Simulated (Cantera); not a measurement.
A closed system holds: 1 mol SiCl₄, 2.6 mol H₂, 0.58 mol HCl, held at 1200 Torr.

Equilibrium computed with Cantera from the NASA thermochemical tables; the gas is ideal and each condensed phase is pure. Candidate condensed phases: Si; 19 gas species. The tables' values for SiCl₃ are old estimates; treat these amounts as uncertain. Rates play no part.

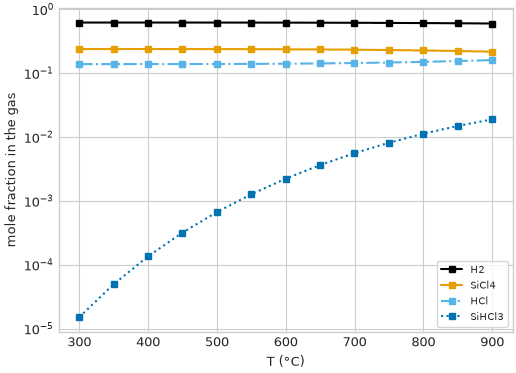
Fig. 1. Equilibrium gas composition (values under 1e-9 drawn at 1e-9)

From 300 °C to 900 °C nothing is condensed. The main Si-bearing gas is SiCl₄ throughout.
